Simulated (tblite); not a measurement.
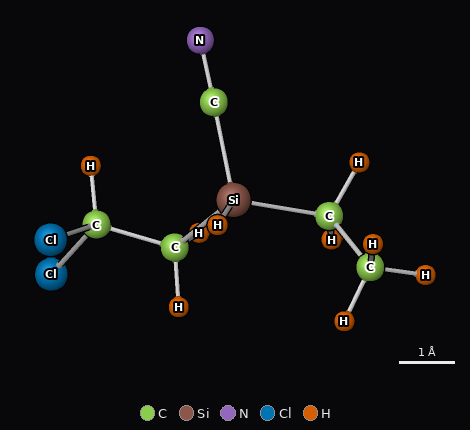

*The input geometry (ball-and-stick view, seen at a tilt).*

Bond lengths as drawn: C–C 1.49 to 1.53 Å, C–Cl 1.78 Å, C–H 1.09 to 1.12 Å, C–N 1.16 Å, C–Si 1.83 to 1.88 Å and H–Si 1.46 Å.

**Run report: C5H9Cl2NSi, geometry relaxation (part 1 of 3)**

System: C5H9Cl2NSi.
Method: GFN2-xTB geometry optimisation, gas phase (tblite 0.8.0).

It belongs to a series of runs on one base structure; here: H on Si replaced by C2H5.

**The program's output**
```
step      E/eV     max force
  0    -788.53750    2.566
  1    -788.49655    6.654
  2    -788.64332    0.616
  3    -788.66305    0.465
  4    -788.68893    0.329
  5    -788.71137    0.417
  6    -788.71975    0.247
  7    -788.72494    0.176
  8    -788.72868    0.176
  9    -788.73243    0.237
 10    -788.73531    0.194
 11    -788.73711    0.106
 12    -788.73816    0.085
 13    -788.73920    0.093
 14    -788.74047    0.120
 15    -788.74180    0.101
 16    -788.74300    0.095
 17    -788.74413    0.086
 18    -788.74538    0.103
 19    -788.74659    0.104
 20    -788.74746    0.063
 21    -788.74799    0.050
 22    -788.74844    0.053
 23    -788.74900    0.056
 24    -788.74971    0.073
 25    -788.75039    0.073
 26    -788.75087    0.057
 27    -788.75122    0.052
 28    -788.75157    0.051
 29    -788.75197    0.057
 30    -788.75243    0.065
 31    -788.75290    0.060
 32    -788.75335    0.048
 33    -788.75376    0.048
 34    -788.75417    0.047
 35    -788.75457    0.047
 36    -788.75495    0.040
 37    -788.75530    0.044
 38    -788.75562    0.040
 39    -788.75591    0.045
 40    -788.75618    0.042
 41    -788.75643    0.037
 42    -788.75664    0.039
 43    -788.75680    0.032
 44    -788.75692    0.022
 45    -788.75700    0.020
 46    -788.75709    0.027
 47    -788.75718    0.031
 48    -788.75726    0.026
 49    -788.75733    0.019
 50    -788.75740    0.020
 51    -788.75747    0.024
 52    -788.75756    0.025
 53    -788.75765    0.024
 54    -788.75774    0.030
 55    -788.75786    0.030
 56    -788.75799    0.037
 57    -788.75817    0.048
 58    -788.75834    0.044
 59    -788.75848    0.026
 60    -788.75858    0.027
 61    -788.75865    0.023
 62    -788.75872    0.027
 63    -788.75880    0.021
 64    -788.75888    0.030
 65    -788.75895    0.026
 66    -788.75902    0.023
 67    -788.75909    0.028
 68    -788.75916    0.026
 69    -788.75925    0.026
 70    -788.75934    0.025
 71    -788.75945    0.025
 72    -788.75961    0.036
 73    -788.75984    0.043
 74    -788.76011    0.048
 75    -788.76037    0.035
 76    -788.76057    0.035
 77    -788.76075    0.043
 78    -788.76098    0.039
 79    -788.76148    0.047
 80    -788.76181    0.052
 81    -788.76232    0.054
 82    -788.76281    0.057
 83    -788.76302    0.087
 84    -788.76385    0.091
 85    -788.76431    0.065
 86    -788.76574    0.087
 87    -788.76646    0.115
 88    -788.76853    0.161
 89    -788.77028    0.143
 90    -788.77102    0.203
 91    -788.77261    0.102
 92    -788.77379    0.117
 93    -788.77501    0.109
 94    -788.77659    0.118
 95    -788.77800    0.111
 96    -788.77890    0.093
 97    -788.77960    0.056
 98    -788.78047    0.061
 99    -788.78180    0.088
100    -788.78340    0.083
101    -788.78482    0.109
102    -788.78575    0.104
103    -788.78656    0.266
104    -788.78731    0.183
105    -788.78788    0.081
106    -788.78838    0.079
107    -788.78888    0.060
108    -788.78961    0.050
109    -788.79028    0.048
110    -788.79082    0.054
111    -788.79128    0.068
112    -788.79179    0.051
113    -788.79250    0.071
114    -788.79301    0.066
115    -788.79335    0.059
116    -788.79373    0.049
117    -788.79408    0.041
118    -788.79448    0.029
119    -788.79479    0.031
120    -788.79494    0.019
121    -788.79501    0.035
122    -788.79507    0.020
123    -788.79514    0.024
124    -788.79519    0.026
125    -788.79523    0.022
126    -788.79526    0.013
127    -788.79529    0.011
128    -788.79531    0.017
129    -788.79532    0.009
```

**Trajectory as extended XYZ (Å, eV, eV/Å), 27 of the 130 frames kept, from step=0 to step=129**
```
18
Properties=species:S:1:pos:R:3:forces:R:3 step=0 energy=-788.53750
C     2.6666   -0.6369   -0.2070    0.3380  -0.2300   0.3160
C     1.5934    0.4148   -0.4718    1.3430   0.6990  -0.0440
Si    0.1001    0.1833    0.5973   -0.2580  -1.0620   0.5430
C    -0.3919    1.8027    1.2804   -0.7330   2.1770   1.1440
N    -0.7054    2.8106    1.7567    0.3920  -1.2390  -0.6560
C    -1.2702   -0.3721   -0.5588    0.2110   0.1120  -0.9810
C    -2.6457   -0.2458   -0.0021   -0.3260   0.4160  -0.0600
Cl   -2.9170   -1.1856    1.4866    0.1810   0.0430  -0.1460
Cl   -3.7810   -0.7924   -1.2556   -0.4020  -0.0330  -0.0230
H     3.0179   -0.5885    0.8440   -0.1430   0.0010  -0.6890
H     2.3076   -1.6561   -0.3887    0.0040   0.2860   0.0270
H     3.5044   -0.4516   -0.8815    0.0570  -0.1250   0.2190
H     1.3356    0.3705   -1.5321    0.1100   0.2770   0.0730
H     2.0608    1.4062   -0.2246   -0.3850  -0.6890  -0.5560
H     0.2941   -0.7579    1.6931    0.0030  -0.0040   0.1820
H    -1.1042   -1.3935   -0.9262   -0.0260   0.1980   0.1590
H    -1.1878    0.2953   -1.4568   -0.3260  -0.5160   0.5110
H    -2.8860    0.8035    0.2356   -0.0400  -0.3110  -0.0210
18
Properties=species:S:1:pos:R:3:forces:R:3 step=5 energy=-788.71137
C     2.6922   -0.6421   -0.2139    0.0230  -0.0370   0.1220
C     1.6292    0.4117   -0.4623    0.1150   0.4010  -0.0080
Si    0.0982    0.1543    0.6240   -0.0970   0.0570   0.2450
C    -0.4102    1.8253    1.3157    0.0560  -0.2790  -0.0040
N    -0.7120    2.8368    1.7574   -0.0470   0.1270   0.0130
C    -1.2754   -0.3723   -0.5784    0.0840   0.0610  -0.1750
C    -2.6587   -0.2382   -0.0287   -0.2010   0.0760   0.1090
Cl   -2.8897   -1.1787    1.4634    0.0860  -0.0490  -0.0390
Cl   -3.8350   -0.7918   -1.2534   -0.1640   0.0390   0.0480
H     3.0252   -0.5895    0.8177    0.1200  -0.0380   0.0430
H     2.3012   -1.6389   -0.3900    0.0160  -0.0720  -0.0660
H     3.5388   -0.4732   -0.8663    0.1930  -0.0690  -0.0690
H     1.3575    0.4039   -1.5173   -0.0310  -0.0250  -0.0760
H     2.0611    1.4006   -0.2714    0.0000  -0.1180  -0.0110
H     0.2959   -0.7779    1.7380   -0.0420   0.0980  -0.0230
H    -1.1073   -1.3937   -0.9210   -0.0260  -0.0140   0.0320
H    -1.2201    0.2739   -1.4602   -0.0330  -0.0870  -0.0300
H    -2.8998    0.7963    0.2349   -0.0540  -0.0700  -0.1120
18
Properties=species:S:1:pos:R:3:forces:R:3 step=10 energy=-788.73531
C     2.7069   -0.6405   -0.2111    0.0190   0.0050  -0.0250
C     1.6422    0.4304   -0.4588    0.0480  -0.1110   0.0390
Si    0.0943    0.1583    0.6354    0.0520  -0.0230  -0.1850
C    -0.4163    1.8118    1.3421   -0.0270   0.0730   0.0130
N    -0.7158    2.8406    1.7478   -0.0100  -0.0390   0.0030
C    -1.2831   -0.3662   -0.5884   -0.0380  -0.0070   0.0100
C    -2.6748   -0.2374   -0.0330    0.0300   0.0130  -0.0430
Cl   -2.8648   -1.1900    1.4526    0.0170  -0.0080  -0.0050
Cl   -3.8837   -0.7820   -1.2371   -0.0220  -0.0020   0.0540
H     3.0530   -0.6004    0.8201   -0.0080  -0.0210  -0.0480
H     2.3072   -1.6359   -0.4010    0.0200   0.0580   0.0230
H     3.5682   -0.4957   -0.8630   -0.0570   0.0310   0.0240
H     1.3586    0.4081   -1.5162    0.0460   0.0120   0.0990
H     2.0800    1.4122   -0.2753    0.0040  -0.0140   0.0220
H     0.2871   -0.7669    1.7520   -0.0240   0.0290  -0.0160
H    -1.1142   -1.3947   -0.9114   -0.0170   0.0040   0.0280
H    -1.2316    0.2591   -1.4823    0.0000  -0.0110  -0.0210
H    -2.9221    0.7954    0.2158   -0.0330   0.0120   0.0300
18
Properties=species:S:1:pos:R:3:forces:R:3 step=15 energy=-788.74180
C     2.7178   -0.6425   -0.2102    0.0090  -0.0150   0.0150
C     1.6568    0.4253   -0.4481   -0.0340   0.0310  -0.0260
Si    0.0954    0.1630    0.6131   -0.0670   0.0150   0.0660
C    -0.4191    1.8101    1.3390   -0.0040   0.0190  -0.0640
N    -0.7235    2.8348    1.7503   -0.0190  -0.0050   0.0270
C    -1.2911   -0.3637   -0.5974   -0.0130   0.0030  -0.0110
C    -2.6796   -0.2318   -0.0357    0.0040  -0.0070   0.0260
Cl   -2.8508   -1.1948    1.4473    0.0140   0.0090   0.0230
Cl   -3.9058   -0.7806   -1.2172   -0.0080  -0.0080  -0.0110
H     3.0650   -0.6103    0.8178    0.0420  -0.0090   0.0430
H     2.3126   -1.6321   -0.4010    0.0190  -0.0510  -0.0180
H     3.5721   -0.4900   -0.8654    0.0170   0.0030  -0.0080
H     1.3743    0.4103   -1.5009    0.0330   0.0060  -0.0950
H     2.0887    1.4077   -0.2641    0.0460   0.0370   0.0610
H     0.2751   -0.7488    1.7415   -0.0110  -0.0210  -0.0030
H    -1.1240   -1.3978   -0.9018   -0.0260   0.0000  -0.0160
H    -1.2364    0.2500   -1.4986   -0.0290  -0.0150  -0.0360
H    -2.9363    0.7975    0.2198    0.0270   0.0080   0.0260
18
Properties=species:S:1:pos:R:3:forces:R:3 step=20 energy=-788.74746
C     2.7285   -0.6475   -0.2056   -0.0150   0.0130  -0.0060
C     1.6668    0.4260   -0.4435    0.0230  -0.0040   0.0050
Si    0.0844    0.1699    0.5973    0.0530   0.0060  -0.0340
C    -0.4276    1.8223    1.3133   -0.0250  -0.0130   0.0120
N    -0.7396    2.8283    1.7633   -0.0060   0.0060  -0.0210
C    -1.3042   -0.3616   -0.6111    0.0080  -0.0120   0.0050
C    -2.6856   -0.2271   -0.0320   -0.0100  -0.0110   0.0140
Cl   -2.8312   -1.1945    1.4510   -0.0010   0.0050   0.0270
Cl   -3.9280   -0.7815   -1.1972    0.0170   0.0280   0.0200
H     3.0866   -0.6235    0.8215   -0.0320   0.0110  -0.0300
H     2.3280   -1.6396   -0.4042    0.0250   0.0220  -0.0010
H     3.5776   -0.4821   -0.8664    0.0080  -0.0360   0.0290
H     1.4092    0.4202   -1.5062    0.0210   0.0450   0.0360
H     2.1068    1.4035   -0.2340   -0.0280  -0.0440  -0.0030
H     0.2575   -0.7397    1.7304   -0.0150   0.0040  -0.0180
H    -1.1440   -1.4015   -0.8989   -0.0050  -0.0060  -0.0290
H    -1.2547    0.2342   -1.5253   -0.0380  -0.0030   0.0180
H    -2.9393    0.8005    0.2359    0.0190  -0.0110  -0.0230
18
Properties=species:S:1:pos:R:3:forces:R:3 step=25 energy=-788.75039
C     2.7341   -0.6496   -0.2057    0.0230  -0.0180  -0.0030
C     1.6766    0.4255   -0.4418    0.0080   0.0090  -0.0160
Si    0.0858    0.1745    0.5814   -0.0440  -0.0350  -0.0250
C    -0.4402    1.8221    1.3020    0.0050   0.0010   0.0060
N    -0.7516    2.8250    1.7600   -0.0090  -0.0210  -0.0360
C    -1.3095   -0.3665   -0.6163   -0.0180  -0.0140  -0.0100
C    -2.6855   -0.2294   -0.0229    0.0280   0.0060  -0.0010
Cl   -2.8218   -1.1911    1.4648   -0.0110   0.0140   0.0010
Cl   -3.9358   -0.7730   -1.1803   -0.0220  -0.0160   0.0080
H     3.0870   -0.6258    0.8213   -0.0130  -0.0040   0.0370
H     2.3411   -1.6423   -0.4081   -0.0390  -0.0160  -0.0010
H     3.5887   -0.4894   -0.8594    0.0210   0.0180  -0.0040
H     1.4340    0.4429   -1.5056   -0.0190   0.0060  -0.0330
H     2.1134    1.3965   -0.2135    0.0390   0.0560   0.0260
H     0.2430   -0.7337    1.7163    0.0110  -0.0140   0.0100
H    -1.1561   -1.4061   -0.9090    0.0190  -0.0060   0.0030
H    -1.2797    0.2259   -1.5331    0.0060   0.0210   0.0100
H    -2.9323    0.8007    0.2383    0.0150   0.0140   0.0280
18
Properties=species:S:1:pos:R:3:forces:R:3 step=30 energy=-788.75243
C     2.7385   -0.6520   -0.2055   -0.0280   0.0230   0.0100
C     1.6862    0.4311   -0.4438   -0.0200   0.0130   0.0180
Si    0.0845    0.1690    0.5664    0.0320   0.0190   0.0530
C    -0.4458    1.8150    1.2932    0.0110  -0.0280  -0.0350
N    -0.7635    2.8187    1.7449   -0.0070  -0.0180  -0.0240
C    -1.3151   -0.3730   -0.6231    0.0260   0.0190   0.0090
C    -2.6839   -0.2294   -0.0169   -0.0130  -0.0020   0.0020
Cl   -2.8197   -1.1837    1.4751    0.0060  -0.0030   0.0020
Cl   -3.9461   -0.7713   -1.1641   -0.0140   0.0050   0.0220
H     3.0794   -0.6294    0.8269   -0.0070  -0.0160  -0.0120
H     2.3394   -1.6431   -0.4107   -0.0020   0.0310  -0.0120
H     3.6001   -0.4914   -0.8516   -0.0160  -0.0060   0.0210
H     1.4471    0.4618   -1.5098    0.0290   0.0080   0.0200
H     2.1250    1.3998   -0.1957   -0.0110  -0.0310  -0.0190
H     0.2379   -0.7347    1.7078    0.0170  -0.0060  -0.0230
H    -1.1586   -1.4119   -0.9173   -0.0220   0.0130  -0.0120
H    -1.2938    0.2275   -1.5348    0.0160  -0.0140  -0.0120
H    -2.9203    0.8032    0.2473    0.0040  -0.0070  -0.0080
18
Properties=species:S:1:pos:R:3:forces:R:3 step=35 energy=-788.75457
C     2.7371   -0.6498   -0.2014    0.0100  -0.0210   0.0020
C     1.6942    0.4401   -0.4406    0.0230  -0.0090  -0.0010
Si    0.0892    0.1627    0.5557   -0.0060  -0.0260  -0.0390
C    -0.4505    1.8036    1.2714   -0.0190   0.0330   0.0110
N    -0.7829    2.8049    1.7170   -0.0160   0.0320  -0.0040
C    -1.3178   -0.3754   -0.6290   -0.0190  -0.0150  -0.0060
C    -2.6820   -0.2284   -0.0094    0.0050   0.0090   0.0100
Cl   -2.8119   -1.1764    1.4875    0.0350  -0.0080   0.0000
Cl   -3.9655   -0.7675   -1.1342    0.0220   0.0170   0.0050
H     3.0686   -0.6411    0.8336   -0.0110  -0.0070   0.0160
H     2.3338   -1.6351   -0.4201   -0.0130  -0.0130  -0.0180
H     3.6077   -0.4926   -0.8350   -0.0030   0.0140  -0.0040
H     1.4730    0.4872   -1.5090   -0.0090  -0.0070   0.0050
H     2.1383    1.4003   -0.1768   -0.0190   0.0290   0.0120
H     0.2400   -0.7423    1.6932    0.0270  -0.0330   0.0120
H    -1.1701   -1.4132   -0.9295   -0.0040  -0.0140   0.0050
H    -1.3031    0.2240   -1.5416    0.0150   0.0060   0.0070
H    -2.9067    0.8056    0.2567   -0.0190   0.0140  -0.0140
18
Properties=species:S:1:pos:R:3:forces:R:3 step=40 energy=-788.75618
C     2.7364   -0.6518   -0.1980   -0.0050   0.0120  -0.0080
C     1.7015    0.4455   -0.4368   -0.0320   0.0020   0.0050
Si    0.0914    0.1551    0.5481   -0.0230   0.0210   0.0280
C    -0.4585    1.8005    1.2574   -0.0100  -0.0150   0.0050
N    -0.8008    2.8035    1.6922    0.0010  -0.0080  -0.0180
C    -1.3207   -0.3800   -0.6331    0.0170   0.0090   0.0070
C    -2.6792   -0.2247   -0.0021    0.0180   0.0040  -0.0140
Cl   -2.7936   -1.1734    1.4963    0.0190   0.0170  -0.0040
Cl   -3.9727   -0.7598   -1.1135   -0.0100  -0.0100  -0.0210
H     3.0553   -0.6541    0.8414   -0.0020  -0.0220  -0.0110
H     2.3260   -1.6312   -0.4333    0.0180   0.0040  -0.0030
H     3.6122   -0.4905   -0.8229    0.0130  -0.0040   0.0080
H     1.4881    0.5016   -1.5061   -0.0110  -0.0070  -0.0030
H     2.1390    1.4066   -0.1620    0.0010  -0.0150   0.0140
H     0.2536   -0.7574    1.6820    0.0070   0.0170  -0.0260
H    -1.1812   -1.4184   -0.9370   -0.0070   0.0070   0.0150
H    -1.3031    0.2233   -1.5433   -0.0080  -0.0060   0.0050
H    -2.9023    0.8114    0.2590    0.0130  -0.0050   0.0200
18
Properties=species:S:1:pos:R:3:forces:R:3 step=45 energy=-788.75700
C     2.7348   -0.6517   -0.1979    0.0000  -0.0100   0.0010
C     1.7007    0.4476   -0.4339    0.0110  -0.0070  -0.0010
Si    0.0892    0.1542    0.5462    0.0170   0.0000   0.0010
C    -0.4669    1.7969    1.2521   -0.0060   0.0000   0.0030
N    -0.8116    2.8040    1.6753   -0.0070   0.0060  -0.0020
C    -1.3206   -0.3805   -0.6347   -0.0050   0.0060  -0.0080
C    -2.6757   -0.2218   -0.0005   -0.0160  -0.0010   0.0050
Cl   -2.7782   -1.1676    1.4998   -0.0060  -0.0030   0.0070
Cl   -3.9760   -0.7572   -1.1064    0.0130   0.0010   0.0080
H     3.0471   -0.6667    0.8433   -0.0040   0.0000   0.0020
H     2.3265   -1.6291   -0.4427    0.0030  -0.0080  -0.0180
H     3.6167   -0.4886   -0.8141   -0.0040   0.0130   0.0040
H     1.4920    0.5079   -1.5041   -0.0100   0.0080   0.0080
H     2.1385    1.4058   -0.1499   -0.0010  -0.0120  -0.0050
H     0.2631   -0.7627    1.6719   -0.0030   0.0000   0.0150
H    -1.1878   -1.4198   -0.9364    0.0140   0.0000   0.0030
H    -1.3044    0.2221   -1.5446    0.0010   0.0000  -0.0200
H    -2.8965    0.8135    0.2650    0.0040   0.0040  -0.0030
18
Properties=species:S:1:pos:R:3:forces:R:3 step=50 energy=-788.75740
C     2.7345   -0.6546   -0.1985    0.0000   0.0050  -0.0090
C     1.7016    0.4459   -0.4321   -0.0060   0.0030   0.0030
Si    0.0897    0.1540    0.5461   -0.0120  -0.0070  -0.0030
C    -0.4731    1.7954    1.2504    0.0050   0.0100  -0.0030
N    -0.8200    2.8049    1.6656   -0.0080  -0.0030   0.0020
C    -1.3207   -0.3785   -0.6371    0.0070  -0.0080   0.0100
C    -2.6748   -0.2199    0.0014    0.0190   0.0030   0.0000
Cl   -2.7728   -1.1649    1.5036   -0.0040   0.0050  -0.0080
Cl   -3.9755   -0.7564   -1.1006   -0.0060   0.0000   0.0020
H     3.0415   -0.6745    0.8443   -0.0090  -0.0140  -0.0060
H     2.3295   -1.6308   -0.4544    0.0070   0.0020  -0.0060
H     3.6191   -0.4832   -0.8083    0.0050   0.0020  -0.0030
H     1.4912    0.5138   -1.5012    0.0030  -0.0070  -0.0030
H     2.1401    1.4020   -0.1443    0.0110   0.0080   0.0040
H     0.2657   -0.7635    1.6713   -0.0090   0.0050   0.0100
H    -1.1863   -1.4191   -0.9345    0.0040   0.0010  -0.0020
H    -1.3062    0.2199   -1.5508    0.0010  -0.0060   0.0190
H    -2.8922    0.8160    0.2677   -0.0070   0.0010  -0.0060
18
Properties=species:S:1:pos:R:3:forces:R:3 step=55 energy=-788.75786
C     2.7335   -0.6565   -0.2030    0.0060  -0.0060   0.0050
C     1.7009    0.4458   -0.4295    0.0100  -0.0010  -0.0040
Si    0.0895    0.1533    0.5494    0.0170   0.0180   0.0130
C    -0.4769    1.7971    1.2471    0.0000  -0.0040  -0.0070
N    -0.8335    2.8058    1.6563   -0.0010  -0.0020   0.0030
C    -1.3174   -0.3794   -0.6356   -0.0050  -0.0010   0.0020
C    -2.6701   -0.2174    0.0032   -0.0260  -0.0130  -0.0070
Cl   -2.7697   -1.1603    1.5050    0.0000   0.0000   0.0190
Cl   -3.9750   -0.7556   -1.0942   -0.0020  -0.0020  -0.0140
H     3.0300   -0.6905    0.8421    0.0090  -0.0060   0.0040
H     2.3354   -1.6315   -0.4735   -0.0120   0.0070  -0.0190
H     3.6228   -0.4747   -0.8029    0.0030   0.0010   0.0020
H     1.4888    0.5162   -1.4983    0.0040   0.0070   0.0010
H     2.1444    1.3994   -0.1388   -0.0130  -0.0060  -0.0040
H     0.2641   -0.7618    1.6775   -0.0090   0.0130  -0.0010
H    -1.1807   -1.4196   -0.9327   -0.0140  -0.0110   0.0070
H    -1.3049    0.2168   -1.5499    0.0160   0.0130   0.0040
H    -2.8900    0.8192    0.2661    0.0160  -0.0070  -0.0030
18
Properties=species:S:1:pos:R:3:forces:R:3 step=60 energy=-788.75858
C     2.7345   -0.6612   -0.2096   -0.0050   0.0030  -0.0060
C     1.7037    0.4447   -0.4260   -0.0050   0.0030   0.0050
Si    0.0923    0.1562    0.5538   -0.0150  -0.0150  -0.0160
C    -0.4839    1.8012    1.2386   -0.0080   0.0000   0.0030
N    -0.8566    2.8057    1.6435    0.0060   0.0060   0.0010
C    -1.3142   -0.3829   -0.6313   -0.0010  -0.0030  -0.0030
C    -2.6683   -0.2181    0.0047    0.0150   0.0060   0.0100
Cl   -2.7655   -1.1513    1.5139   -0.0160   0.0010  -0.0040
Cl   -3.9762   -0.7553   -1.0889    0.0150  -0.0080  -0.0020
H     3.0161   -0.7202    0.8389    0.0080  -0.0080  -0.0100
H     2.3412   -1.6288   -0.5119   -0.0070   0.0040  -0.0040
H     3.6312   -0.4620   -0.7927    0.0060  -0.0090   0.0070
H     1.4897    0.5238   -1.4938    0.0080   0.0060   0.0020
H     2.1487    1.3950   -0.1290    0.0030   0.0090   0.0010
H     0.2562   -0.7526    1.6875    0.0100   0.0070   0.0090
H    -1.1790   -1.4236   -0.9273   -0.0040  -0.0020   0.0030
H    -1.2975    0.2152   -1.5445    0.0030  -0.0050  -0.0030
H    -2.8810    0.8207    0.2627   -0.0130   0.0040   0.0060
```
